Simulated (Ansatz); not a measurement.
## A failed many-body run on CsPb2Br5 (I4/mcm)

Aim: the G0W0 gap of CsPb2Br5 (I4/mcm). The first input has a fault.

Program: Ansatz 0.2.0. Level of theory: G0W0 on r2SCAN, plane waves, PAW. Results are calculated unless marked as measured.

## 1. Starting point

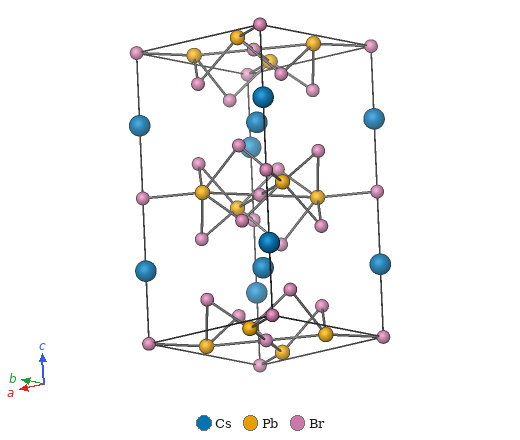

The starting structure, seen from a free direction (caesium blue, lead orange, bromine pink). This picture shows the conventional cell, with its axes. Some periodic images of atoms are drawn too.

Structure file:

```cif
data_structure
_symmetry_space_group_name_H-M 'P 1'
_symmetry_Int_Tables_number 1
_cell_length_a 9.6885
_cell_length_b 9.6885
_cell_length_c 9.6885
_cell_angle_alpha 128.061
_cell_angle_beta 128.061
_cell_angle_gamma 76.526
_cell_volume 547.68
loop_
_atom_site_label
_atom_site_type_symbol
_atom_site_fract_x
_atom_site_fract_y
_atom_site_fract_z
_atom_site_occupancy
Cs1 Cs 0.75000 0.75000 0.00000 1
Cs2 Cs 0.25000 0.25000 0.00000 1
Pb3 Pb 0.66709 0.83291 0.50000 1
Pb4 Pb 0.33291 0.16709 0.50000 1
Pb5 Pb 0.83291 0.33291 0.16582 1
Pb6 Pb 0.16709 0.66709 0.83418 1
Br7 Br 0.50000 0.50000 0.00000 1
Br8 Br 0.00000 0.00000 0.00000 1
Br9 Br 0.71726 0.52407 0.50000 1
Br10 Br 0.28274 0.47593 0.50000 1
Br11 Br 0.02407 0.21726 0.50000 1
Br12 Br 0.97593 0.78274 0.50000 1
Br13 Br 0.52407 0.02407 0.80682 1
Br14 Br 0.47593 0.97593 0.19318 1
Br15 Br 0.21726 0.71726 0.19318 1
Br16 Br 0.78274 0.28274 0.80682 1
```

Geometry: measured lattice cell, ions relaxed with r2SCAN; the structure entry is the Materials Project's. The runs that relaxed it are not among those shown. Spin-orbit coupling is left out unless a step names it. The default PAW set here is soft_2. Its files were made with PBE.

## 2. First try

input.yaml reads:

```yaml
crystal:
  lattice:
    - [-4.2425, 4.2425, 7.60715]
    - [4.2425, -4.2425, 7.60715]
    - [4.2425, 4.2425, -7.60715]
  atoms:
    - { symbol: Cs, position: [0.75, 0.75, 0.0] }
    - { symbol: Cs, position: [0.25, 0.25, 0.0] }
    - { symbol: Pb, position: [0.6670882456, 0.8329117544, 0.5] }
    - { symbol: Pb, position: [0.3329117544, 0.1670882456, 0.5] }
    - { symbol: Pb, position: [0.8329117544, 0.3329117544, 0.1658235089] }
    - { symbol: Pb, position: [0.1670882456, 0.6670882456, 0.8341764911] }
    - { symbol: Br, position: [0.5, 0.5, 0.0] }
    - { symbol: Br, position: [0.0, 0.0, 0.0] }
    - { symbol: Br, position: [0.7172555385, 0.5240738555, 0.5] }
    - { symbol: Br, position: [0.2827444615, 0.4759261445, 0.5] }
    - { symbol: Br, position: [0.0240738555, 0.2172555385, 0.5] }
    - { symbol: Br, position: [0.9759261445, 0.7827444615, 0.5] }
    - { symbol: Br, position: [0.5240738555, 0.0240738555, 0.8068183171] }
    - { symbol: Br, position: [0.4759261445, 0.9759261445, 0.1931816829] }
    - { symbol: Br, position: [0.2172555385, 0.7172555385, 0.1931816829] }
    - { symbol: Br, position: [0.7827444615, 0.2827444615, 0.8068183171] }
kpoints:
  mp_grid: { grid: [2, 2, 2] }
hamiltonian:
  xc: r2scan
scf:
  occupations: { method: fixed }
gw:
  n_empty_bands: 4
  ecut_chi: 40
  qp_bands: [v4, c4]
  qp_kpoints: band_edges
  screening: { model: contour_deformation }
```

Command:

```
$ ansatz run input.yaml --threads 3 --pin off --max-ram 92160MiB --backend cuda --events-out ev --progress --plain --runs-dir out --devices 1 --max-vram 13GiB
```

Numbers of over 12 decimals in the logs are rounded to 6 here.

Output:

```text
GPUs: using 1 of 1 available (devices: 1).
Engine: ansatz 0.2.0, x86_64-unknown-linux-gnu
Pseudopotentials: kind: paw
Pseudopotential: Cs, paw, valence charge 9, recommended cutoff 500 eV (meta_gga), Cs.paw.azcp
Pseudopotential: Pb, paw, valence charge 14, recommended cutoff 500 eV (meta_gga), Pb.paw.azcp
Pseudopotential: Br, paw, valence charge 7, recommended cutoff 500 eV (meta_gga), Br.paw.azcp
Functional definition: r2SCAN
  parameter k0 = 0.174
  parameter k1 = 0.065
  parameter a1 = 4.9479
  exchange = r2scan_x(k0 = k0, k1 = k1, a1 = a1)
  correlation = r2scan_c
concurrent solve slots: 2 of 3 are kept, ahead of what memory takes: no pass of the eigensolver takes more rounds on 2
device memory: the entry about to start is reckoned to put 4.2 GiB on a device that reports 40.9 GiB free (of which the cap on the GPU budget leaves the run 13.0 GiB)
GPU FFT provider: cuFFT
GPU libraries: cuBLAS 13.8.2, cuFFT 12.4.0, cuSOLVER 12.3.4
Crystal: 16 atoms, lattice volume = 547.678 Å³
Basis set: ecut = 500 eV, 13951 PW (Γ), exchange–correlation on 288×288×288 points (64 copies of the dense FFT grid, shifted against one another)
Bands: 88, of which v1, the nominal top of the filled ones, is band 72 counted from 1 (71 counted from 0)
Symmetry: 16 space group operations
Space group: I4/mcm (ITA 140), of the structure as read, at distance tolerance 8.2e-5 Å
k-points: 4 of 8
Non-local potential: Cs, projectors of the file, l = 0: 3, l = 1: 2, l = 2: 2, l = 3: 2
Non-local potential: Pb, projectors of the file, l = 0: 2, l = 1: 2, l = 2: 2, l = 3: 2
Non-local potential: Br, projectors of the file, l = 0: 2, l = 1: 2, l = 2: 2
PAW form: soft (Blöchl's): semilocal exchange-correlation on the pseudo side does not see the compensation charge
PAW frozen core: Cs, regenerated for the run's functional (the file was generated under x = pbe(κ = 0.804, μ = 0.219515), c = pbe(β = 0.066725))
PAW frozen core: Pb, regenerated for the run's functional (the file was generated under x = pbe(κ = 0.804, μ = 0.219515), c = pbe(β = 0.066725))
PAW frozen core: Br, regenerated for the run's functional (the file was generated under x = pbe(κ = 0.804, μ = 0.219515), c = pbe(β = 0.066725))
PAW one-centre angular grid: Cs, 302 points (default); XC on 160 Gauss nodes
PAW one-centre angular grid: Pb, 590 points (default); XC on 160 Gauss nodes
PAW one-centre angular grid: Br, 302 points (default); XC on 160 Gauss nodes
Initial density: superposition of atomic densities (neutral atoms: chi_scale 0, normalization atom), corrected by the library's trained network
Initial wavefunctions: pseudopotential atomic-orbital guess
GPU buffer pool allocated for 373248 grid points (all kernels)
GPU transforms: local potential and band sums: pruned to the plane-wave sphere, on 72×72×72
Functional: x = r2scan, c = r2scan; τ floored in thin density (d = 2e-4 eV/Å³)
SCF iter   1: F=—  HF=-87005.391062 eV  |F-HF|=—  |Δ(HF+E_count)|=         —  Δρ=4.07e-3  dr2=1.66e-1  dr2_τ=3.58e-2  ethr=1.77e-3  ⟨swp⟩=5.0  Hψ=1310  notcnv=0  defer=51
preconditioner: auto → Resta (q_TF=auto, 2.184 Å⁻¹)  ε∞=2.9  [insulator: Δε(μ)=3.600 eV  Ē_g=13.677 eV  n_scr=88 (ndim 8)  ℏωp=18.8 eV  f_vac=0.046  ε∞_Penn≈2.9]
SCF iter   2: F=—  HF=-87005.416182 eV  |F-HF|=—  |Δ(HF+E_count)|=   2.51e-2  Δρ=1.74e-3  dr2=2.72e-2  dr2_τ=9.61e-4  ethr=1.15e-4  ⟨swp⟩=3.0  Hψ=706  notcnv=0  defer=56
SCF iter   3: F=—  HF=-87005.413357 eV  |F-HF|=—  |Δ(HF+E_count)|=   2.82e-3  Δρ=4.08e-4  dr2=7.98e-4  dr2_τ=4.27e-5  ethr=1.89e-5  ⟨swp⟩=3.5  Hψ=612  notcnv=0  defer=56
SCF iter   4: F=—  HF=-87005.413671 eV  |F-HF|=—  |Δ(HF+E_count)|=   3.14e-4  Δρ=6.90e-5  dr2=2.22e-5  dr2_τ=1.04e-6  ethr=5.54e-7  ⟨swp⟩=2.2  Hψ=512  notcnv=0  defer=56
SCF iter   5: F=—  HF=-87005.413687 eV  |F-HF|=—  |Δ(HF+E_count)|=   1.61e-5  Δρ=1.24e-5  dr2=1.72e-6  dr2_τ=1.52e-7  ethr=1.54e-8  ⟨swp⟩=2.0  Hψ=598  notcnv=0  defer=48
[...]
E_local      = -8939.664408  (includes V_loc(G=0)·N_el)
  E_nonlocal   = 2161.412655
  E_hartree    = 3333.814017
  E_xc         = -3671.453405
  E_vxc        = -2005.853387  (∫ρ·V_xc dr)
  E_paw        = -74610.021856  (= ΣΔE_a)
  E_vpaw       = -1496.102439  (= ΣTr[D̂ρ^β])
  E_aug_tail   = 0.000074  (compensation charges beyond the density's cutoff)
  E_vtau       = 112.308435  (kinetic-family band-sum trace: ∫τ·v_τ [+ j·A + Jᵃ·Aᵃ] dr)
  E_ewald      = -8051.531425
  E_core_change = 2.379831  (= ΣΔE_core)
  E_smearing   = -0.000000  (= −TS)
  E_closure    = 0.000000  (closes the sum)
  Σ components = -87005.413687   (vs F -87005.413687, Δ=0.00e0)
--- Band table (eV) ---
  k-point 0: bands = [... 68 lower, 2.7822, 2.9666, 2.9898, 2.9898, 6.8036, 7.3579, 7.4332, 7.5266, ... 12 higher]
  k-point 1: bands = [... 68 lower, 2.9493, 3.0350, 3.0788, 3.1005, 7.0566, 7.0724, 7.5698, 7.7344, ... 12 higher]
  k-point 2: bands = [... 68 lower, 2.8546, 2.8546, 3.3004, 3.3004, 7.5453, 7.5453, 7.7086, 7.7086, ... 12 higher]
  k-point 3: bands = [... 68 lower, 3.0669, 3.0714, 3.0714, 3.0908, 6.7726, 7.1359, 7.1664, 7.6482, ... 12 higher]
--- G₀W₀: contour deformation, 5 samples at zero and on the imaginary axis and 1 off it, 8 q-points, 4 empty bands' worth ---
  eigenvalues of the whole cell's RPA ε∞ on this k-mesh (on a slab, of 1 + 4πα/V) = 1.6472, 2.4787, 2.4787; static W/v taken at q = 0 is 0.456509
  gw.qp_kpoints: band_edges: 4 of 4 stored k-points solved, in 1 pass; an edge of the gap read off the rows below is read off those points alone
  `?` marks the rows in doubt; gw_qp.tsv's column doubts and the gw_qp event give each row's grounds
    ik  band        ε_KS         Σx   Σc(E_QP)       V_xc       Z   E_QP_lin       E_QP  E_QP is
     0    69      2.7822   -19.6950     2.0840   -16.4156  0.8089     1.5386     1.5869  root
     0    70      2.9666   -19.5914     2.0736   -16.2422  0.8125     1.6369     1.6909  root
     0    71      2.9898   -19.0723     1.9618   -16.2866  0.8080     2.1450     2.1660  root
     0    72      2.9898   -19.0723     1.9618   -16.2866  0.8080     2.1450     2.1660  root
     0    73      6.8036    -7.8137    -1.2643   -11.6161  0.8688     9.4987     9.3417  root ?
     0    74      7.3579    -9.2784    -1.1983   -13.0636  0.8729    10.1114     9.9447  root ?
     0    75      7.4332    -8.4156    -1.2373   -12.1798  0.8728    10.1109     9.9601  root ?
     0    76      7.5266    -8.0985    -1.3264   -11.9359  0.8702    10.1978    10.0375  root ?
     1    69      2.9493   -18.9623     1.8205   -16.4424  0.8163     2.2361     2.2499  root
     1    70      3.0350   -19.0814     1.9491   -16.3339  0.8080     2.2171     2.2365  root
     1    71      3.0788   -19.0638     1.9152   -16.4010  0.8102     2.3146     2.3312  root
     1    72      3.1005   -19.2200     1.8245   -16.7179  0.8172     2.4102     2.4229  root
     1    73      7.0566    -8.6818    -1.1570   -12.4397  0.8763     9.8169     9.6575  root ?
     1    74      7.0724    -8.7086    -1.1496   -12.4550  0.8768     9.8275     9.6691  root ?
     1    75      7.5698    -8.3211    -1.2106   -12.0747  0.8782    10.2643    10.1129  root ?
     1    76      7.7344    -8.0037    -1.2262   -11.8458  0.8794    10.5166    10.3504  root ?
     2    69      2.8546   -19.5986     2.0853   -16.2974  0.8090     1.5889     1.6388  root
     2    70      2.8546   -19.5986     2.0853   -16.2974  0.8090     1.5889     1.6388  root
     2    71      3.3004   -19.3277     1.8595   -16.7574  0.8153     2.5757     2.5897  root
     2    72      3.3004   -19.3277     1.8595   -16.7574  0.8153     2.5757     2.5897  root
     2    73      7.5453    -8.7485    -1.2563   -12.5679  0.8711    10.2754    10.1084  root ?
     2    74      7.5453    -8.7485    -1.2563   -12.5679  0.8711    10.2754    10.1084  root ?
     2    75      7.7086    -8.1909    -1.2408   -12.0416  0.8775    10.4889    10.3185  root ?
     2    76      7.7086    -8.1909    -1.2408   -12.0416  0.8775    10.4889    10.3185  root ?
     3    69      3.0669   -19.3032     1.9116   -16.6315  0.8104     2.2899     2.3069  root
     3    70      3.0714   -19.1543     1.9459   -16.4143  0.8097     2.2584     2.2774  root
     3    71      3.0714   -19.1543     1.9459   -16.4143  0.8097     2.2584     2.2774  root
     3    72      3.0908   -19.8483     2.0672   -16.5281  0.8134     1.7871     1.8378  root
     3    73      6.7726    -7.7464    -1.2552   -11.5334  0.8696     9.4589     9.3044  root ?
     3    74      7.1359    -7.5187    -1.2864   -11.2371  0.8735     9.7071     9.5679  root ?
     3    75      7.1664    -8.6391    -1.1838   -12.3896  0.8756     9.8893     9.7330  root ?
     3    76      7.6482    -9.1060    -1.2065   -12.8325  0.8741    10.3190    10.1682  root ?
[key lines of the parts left out:]
SCF converged after 6 iterations
Free energy (F): -87005.413687 eV
Fermi energy:    3.300423 eV
```

The job ended after 17 s (1 × NVIDIA H100 80GB HBM3 (shared by 6 runs) with 3 threads of AMD EPYC 7R13 (Zen 3), shared host; peak memory 2.2 GiB).

**Diagnosis.**

The run ended normally, though the input holds a fault or crude settings.

The fault: four empty bands in G0W0. The sums over empty states are cut off almost at the gap, so screening and correlation are far from complete.

It printed a gap of 6.71 eV, which is an artefact of the settings.

## 3. A better input

Now the one-shot GW correction: screening in the RPA, then the self-energy of the levels asked for.

input.yaml, as its differences from that of step 2:

```diff
@@ -23,3 +23,3 @@
 kpoints:
-  mp_grid: { grid: [2, 2, 2] }
+  mp_grid: { grid: [4, 4, 4] }
 hamiltonian:
@@ -29,4 +29,4 @@
 gw:
-  n_empty_bands: 4
-  ecut_chi: 40
+  n_empty_bands: 666
+  ecut_chi: 66
   qp_bands: [v4, c4]
```

Output:

```text
GPUs: using 1 of 1 available (devices: 1).
[...]
GPU FFT provider: cuFFT
GPU libraries: cuBLAS 13.8.2, cuFFT 12.4.0, cuSOLVER 12.3.4
Crystal: 16 atoms, lattice volume = 547.678 Å³
Basis set: ecut = 500 eV, 13951 PW (Γ), exchange–correlation on 288×288×288 points (64 copies of the dense FFT grid, shifted against one another)
Bands: 88, of which v1, the nominal top of the filled ones, is band 72 counted from 1 (71 counted from 0)
Symmetry: 16 space group operations
[...]
k-points: 13 of 64
[...]
GPU buffer pool allocated for 373248 grid points (all kernels)
[...]
SCF iter   1: F=—  HF=-87005.393067 eV  |F-HF|=—  |Δ(HF+E_count)|=         —  Δρ=4.08e-3  dr2=1.67e-1  dr2_τ=3.59e-2  ethr=1.77e-3  ⟨swp⟩=5.0  Hψ=4271  notcnv=0  defer=161
[...]
0    69      2.7820   -19.6718     2.7010   -16.4157  0.7731     2.2215     2.2268  root
     0    70      2.9663   -19.5690     2.7342   -16.2422  0.7747     2.3676     2.3736  root
     0    71      2.9901   -19.0321     2.2281   -16.2865  0.7798     2.4683     2.4726  root
     0    72      2.9901   -19.0321     2.2281   -16.2865  0.7798     2.4683     2.4726  root
     0    73      6.8032    -7.8881    -3.1358   -11.6170  0.8178     7.4002     7.3964  root
     0    74      7.3577    -9.3242    -3.0833   -13.0644  0.8119     8.0194     8.0145  root
     0    75      7.4332    -8.4630    -3.0716   -12.1797  0.8149     8.0828     8.0782  root
     0    76      7.5267    -8.1337    -3.1954   -11.9359  0.8150     8.1379     8.1336  root
[...]
12    73      6.7723    -7.8219    -3.1251   -11.5343  0.8185     7.3633     7.3596  root
    12    74      7.1361    -7.5763    -3.1393   -11.2370  0.8219     7.6604     7.6575  root
    12    75      7.1661    -8.6942    -3.0889   -12.3903  0.8159     7.7773     7.7733  root
    12    76      7.6483    -9.1467    -3.0385   -12.8324  0.8139     8.3002     8.2956  root
[key lines of the parts left out:]
SCF converged after 6 iterations
Free energy (F): -87005.415782 eV
Fermi energy:    3.338717 eV
```

The job ended after 4.3 min (1 × NVIDIA H100 80GB HBM3 (shared by 6 runs) with 3 threads; peak memory 5.6 GiB; 6.9 min of CPU time).

Numbers from this step:

* bands summed: 738
* RPA ε∞ on this mesh (eigenvalues): 3.242, 4.217, 4.217
* plane waves in the screening matrix: 671
* q-points in the mesh: 64
* G0W0 gap on the mesh: 4.464 eV
* k of the valence top: 0.25, -0.25, 0.25
* k of the conduction bottom: -0.5, -0.5, -0.5
* starting gap on the mesh: 3.434 eV
* Z at the valence top: 0.7837
* Z at the conduction bottom: 0.8185
* least direct G0W0 gap on the computed points: 4.773 eV

The gap on the mesh goes from 3.43 eV to 4.46 eV, a correction of +1.03 eV. Between the two edge states, bare exchange in place of the xc potential would open the gap by 6.23 eV, and correlation takes back 5.20 eV.

## 4. Outcome

* first try: converged after 17 s
* better run: G0W0 gap on the mesh 4.46 eV (4×4×4 mesh, 666 empty bands, screening to 66 eV)

What this shows: The second run differs in: mesh, empty bands and screening cutoff (eV). Bands and cutoff are finite, so the gap is not at the basis limit. The miss can reach some tenths of an eV and take either sign; the mesh is an error of its own. Where an edge is built on 6p states of lead, bismuth or thallium, scalar-relativistic gaps usually stand too wide, by a few tenths to over one eV. The many-body steps are scalar-relativistic: spin-orbit coupling is not in them.

[Paths, hosts, dates, memory and timing lines, banners, echoed tables and standing remarks are left out of the program output.]

[Logs are printed without paths, hosts, clocks, repeated set-up lines and the standing remarks that a program may print on its own settings, such as how far it seeks lower states.]

[Runs of the session that timed out or met a known fault of the program may be left out.]

[Cells called generated may have been cut or substituted from an entry of the Crystallography Open Database or the Materials Project.]

[Hosts, paths, dates, database ids (printed as entryN), source tags and the programs' standing remarks are cut or masked in the printed files.]
